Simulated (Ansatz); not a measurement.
Where the default PAW files enter, the runs use the earlier of Ansatz's two default sets.

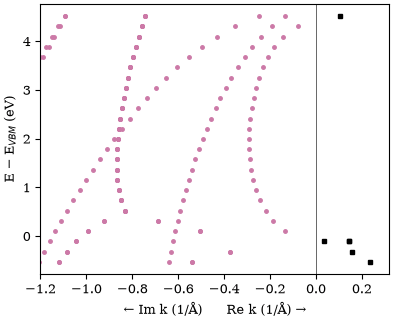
Fig. 1. Complex bands at the centre of the two-dimensional zone; r2SCAN run with Ansatz (an electronic-structure program)

The gap is the functional's own. No spin-orbit coupling. Mid-gap values are interpolated on the energy grid.

### Question
This is CsI (Pm-3m, CsCl type, 2 atoms a cell, 50.8 Å³ an atom) along the normal of (001). Read off the slowest decay at the centre of the two-dimensional zone at 2.21 eV, the computed energy nearest the middle of the gap.

### Answer
κ ≈ 0.29 1/Å, a decay length 1/(2κ) of the density of 1.7 Å.
